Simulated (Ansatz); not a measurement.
# BSiO (doublet): B2PLYP over vertical spin and charge gaps, def2-QZVPP

Aim: run BSiO (doublet) with these functionals over vertical spin and charge gaps, and hold them against the top wave-function level at the same points.

Method: def2-QZVPP, all electrons in the functionals, frozen cores in the correlation of double hybrids and RPA; program: Ansatz 0.2.0, Gaussian basis.

Plan: B2PLYP, at charge 0, doublet; charge 0, quartet; charge 1, singlet; charge 1, triplet.

2 further runs of the same task are left out: 2 set aside as unsound or not needed.

### Step 1. What is computed

The geometry is a PBE0/def2-TZVP stationary point (not a proven minimum).

3 atoms, charge 0, spin multiplicity 2.

Atoms are counted from 1 here; the program's logs count them from 0.

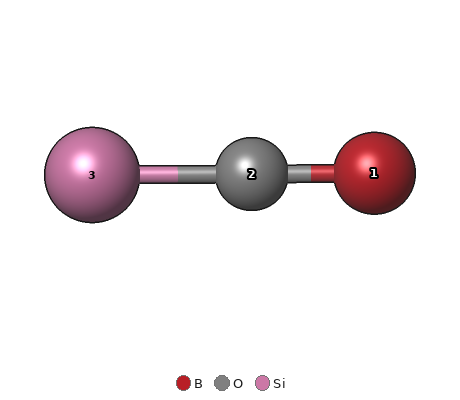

The geometry (boron red, oxygen grey, silicon pink); atoms are numbered from 1 in the order of the file.

No dispersion term is added.

The geometry shown and the zero of energy belong to the point charge 0, doublet. The yardstick, UCCSD(T), and other wave-function levels (R restricted, U unrestricted, valence and pair active spaces) come from earlier runs.

### Step 2. B2PLYP, charge 0, doublet

File in.yaml:

```yaml
crystal:
  periodic: [false, false, false]
  atoms:
    - {symbol: B, position_ang: [0.000000, 0.000000, -1.421400]}
    - {symbol: O, position_ang: [0.000000, 0.000000, -0.129200]}
    - {symbol: Si, position_ang: [0.000000, 0.000000, 1.550600]}
basis:
  gaussian: {orbitals: "def2-QZVPP.json"}
magnetization: {spin_polarized: true, initial_magnetization: 1}
hamiltonian: {xc: {name: B2PLYP}}
correlation: {electrons: outside_noble_gas}
```

Command:

```sh
$ ansatz run in.yaml --threads 1 --pin off --events-out ev --progress --plain --max-ram 2393MiB
```

What it wrote:

```text
Functional definition: B2PLYP
  name "B2PLYP"
  cite "Grimme, J. Chem. Phys. 124, 034108 (2006) doi:10.1063/1.2148954"
  cite "Becke, Phys. Rev. A 38, 3098 (1988) doi:10.1103/PhysRevA.38.3098"
  cite "Lee, Yang & Parr, Phys. Rev. B 37, 785 (1988) doi:10.1103/PhysRevB.37.785"
  parameter a = 0.53
  parameter c = 0.27
  exchange = (1 - a)*b88_x + a*exact_x
  correlation = (1 - c)*lyp_c + c*(mp2_os + mp2_ss)
1130 factors; integrals over basis functions are off by at most 1.2e-3 eV
mean field evaluation 1: about -10587.9407 eV, gradient 3.4e1 eV
mean field evaluation 2: about -10587.9722 eV, gradient 3.4e1 eV
mean field evaluation 4: about -10591.8895 eV, gradient 3.0e0 eV
mean field evaluation 8: about -10591.9442 eV, gradient 2.3e-1 eV
mean field evaluation 16: about -10591.9450 eV, gradient 6.2e-4 eV
mean field evaluation 32: about -10591.9143 eV, gradient 5.4e-1 eV
mean field -10591.94503553 eV, -389.2468005777 hartree, gradient 4.8e-6 eV, S^2 0.761197; 4 other end points of the search recorded, 0 dependent functions left out
7 core orbitals not correlated: weight in the atoms' cores, before any rotation towards them, 1.000 or more for the frozen orbitals, at most 0.000 for the correlated occupied ones
reference -10591.94516027 eV, -389.2468051615 hartree; 7, 6 occupied and 170, 171 virtual orbitals, 1130 factors
second order -13.26848560 eV of doubles, -0.00000000 eV of singles
Total energy: -10595.52765138 eV, -389.3784592815 hartree
```

It took 18 s on 1 thread of Arm Neoverse V2, shared host; peak memory 0.41 GiB.

From the report: ⟨S²⟩ of the determinant 0.761 (pure doublet: 0.75).

### Step 3. B2PLYP, charge 0, quartet

Edit in.yaml of step 2 so:

```diff
@@ -8,3 +8,3 @@
   gaussian: {orbitals: "def2-QZVPP.json"}
-magnetization: {spin_polarized: true, initial_magnetization: 1}
+magnetization: {spin_polarized: true, initial_magnetization: 3}
 hamiltonian: {xc: {name: B2PLYP}}
```

Launched as before.

What it wrote (excerpt; [...] marks lines left out):

```text
Functional definition: B2PLYP
  name "B2PLYP"
  cite "Grimme, J. Chem. Phys. 124, 034108 (2006) doi:10.1063/1.2148954"
  cite "Becke, Phys. Rev. A 38, 3098 (1988) doi:10.1103/PhysRevA.38.3098"
  cite "Lee, Yang & Parr, Phys. Rev. B 37, 785 (1988) doi:10.1103/PhysRevB.37.785"
[...]
1130 factors; integrals over basis functions are off by at most 1.2e-3 eV
[...]
mean field -10589.45285134 eV, -389.1552144978 hartree, gradient 3.4e-6 eV, S^2 3.789820; 4 other end points of the search recorded, 0 dependent functions left out
7 core orbitals not correlated: weight in the atoms' cores, before any rotation towards them, 1.000 or more for the frozen orbitals, at most 0.000 for the correlated occupied ones
reference -10589.45297945 eV, -389.1552192059 hartree; 8, 5 occupied and 169, 172 virtual orbitals, 1130 factors
second order -13.37727944 eV of doubles, -0.00000000 eV of singles
Total energy: -10593.06484490 eV, -389.2879528129 hartree
```

It took 27 s on 1 thread of Arm Neoverse V2, shared host; peak memory 0.49 GiB.

From the report: ⟨S²⟩ of the determinant 3.790 (pure quartet: 3.75).

From charge 0, doublet: +2.463 eV.

### Step 4. B2PLYP, charge 1, singlet

Edit in.yaml of step 3 so:

```diff
@@ -8,3 +8,4 @@
   gaussian: {orbitals: "def2-QZVPP.json"}
-magnetization: {spin_polarized: true, initial_magnetization: 3}
+total_charge: 1
+magnetization: {spin_polarized: true, initial_magnetization: 0}
 hamiltonian: {xc: {name: B2PLYP}}
```

Launched as before.

What it wrote (excerpt; [...] marks lines left out):

```text
Functional definition: B2PLYP
  name "B2PLYP"
  cite "Grimme, J. Chem. Phys. 124, 034108 (2006) doi:10.1063/1.2148954"
  cite "Becke, Phys. Rev. A 38, 3098 (1988) doi:10.1103/PhysRevA.38.3098"
  cite "Lee, Yang & Parr, Phys. Rev. B 37, 785 (1988) doi:10.1103/PhysRevB.37.785"
[...]
1130 factors; integrals over basis functions are off by at most 1.2e-3 eV
[...]
mean field -10584.27823569 eV, -388.9650508801 hartree, gradient 5.3e-6 eV, S^2 0.000000; 4 other end points of the search recorded, 0 dependent functions left out
7 core orbitals not correlated: weight in the atoms' cores, before any rotation towards them, 1.000 or more for the frozen orbitals, at most 0.000 for the correlated occupied ones
reference -10584.27837020 eV, -388.9650558231 hartree; 6, 6 occupied and 171, 171 virtual orbitals, 1130 factors
second order -12.92308243 eV of doubles, -0.00000000 eV of singles
Total energy: -10587.76760245 eV, -389.0932827435 hartree
```

It took 30 s on 1 thread of Arm Neoverse V2, shared host; peak memory 0.53 GiB.

From the report: ⟨S²⟩ of the determinant 0.000 (pure singlet: 0.00).

From charge 0, doublet: +7.760 eV.

### Step 5. B2PLYP, charge 1, triplet

Edit in.yaml of step 4 so:

```diff
@@ -9,3 +9,3 @@
 total_charge: 1
-magnetization: {spin_polarized: true, initial_magnetization: 0}
+magnetization: {spin_polarized: true, initial_magnetization: 2}
 hamiltonian: {xc: {name: B2PLYP}}
```

The command is unchanged.

What it wrote (excerpt; [...] marks lines left out):

```text
Functional definition: B2PLYP
  name "B2PLYP"
  cite "Grimme, J. Chem. Phys. 124, 034108 (2006) doi:10.1063/1.2148954"
  cite "Becke, Phys. Rev. A 38, 3098 (1988) doi:10.1103/PhysRevA.38.3098"
  cite "Lee, Yang & Parr, Phys. Rev. B 37, 785 (1988) doi:10.1103/PhysRevB.37.785"
[...]
1130 factors; integrals over basis functions are off by at most 1.2e-3 eV
[...]
mean field -10583.16870413 eV, -388.9242763473 hartree, gradient 5.4e-6 eV, S^2 2.024529; 0 other end points of the search recorded, 0 dependent functions left out
7 core orbitals not correlated: weight in the atoms' cores, before any rotation towards them, 1.000 or more for the frozen orbitals, at most 0.000 for the correlated occupied ones
reference -10583.16884338 eV, -388.9242814648 hartree; 7, 5 occupied and 170, 172 virtual orbitals, 1130 factors
second order -12.37573084 eV of doubles, -0.00000000 eV of singles
Total energy: -10586.51029071 eV, -389.0470773891 hartree
```

It took 16 s on 1 thread of Arm Neoverse V2, shared host; peak memory 0.52 GiB.

From the report: ⟨S²⟩ of the determinant 2.025 (pure triplet: 2.00).

From charge 0, doublet: +9.017 eV.

### Step 6. Against the wave-function levels

No level is safe as a reference over these points; UCCSD(T) serves as a yardstick only. It comes from earlier runs at the same points. Energies in eV, counted from charge 0, doublet; blanks weren't run or aren't comparable.

```csv
level,doublet to quartet,ionisation to the singlet cation,ionisation to the triplet cation
UCCSD(T),2.554,,9.250
B2PLYP,2.463,7.760,9.017
```

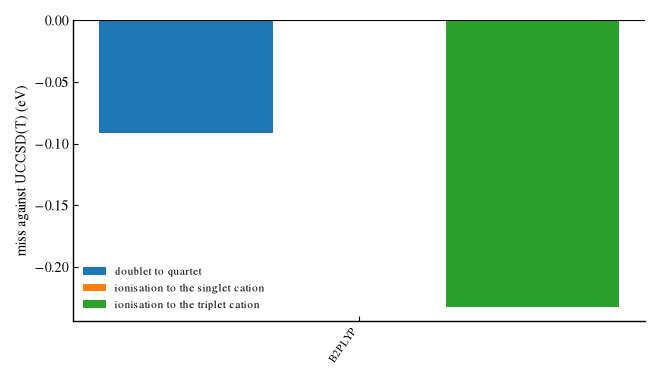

Misses of the gaps against UCCSD(T).

Largest miss and mean time a point (UCCSD(T) took 1.8 min a point; shared hosts):

```csv
level,largest miss (eV),where,time a point
B2PLYP,-0.232,ionisation to the triplet cation,23 s
```

### Step 7. What came out

| quantity | value |
| --- | --- |
| doublet to quartet, UCCSD(T) | 2.554 eV |
| ionisation to the triplet cation, UCCSD(T) | 9.250 eV |
| largest miss, B2PLYP | -0.232 eV (ionisation to the triplet cation) |

What this shows: Misses are known at 2 of 3 points at best, and only functionals with that many are ranked. B2PLYP strays by up to 0.232 eV, at ionisation to the triplet cation. Functionals and the yardstick converge differently with the basis, so part of each miss in def2-QZVPP is the basis. The yardstick itself may be off where one determinant is a poor start.
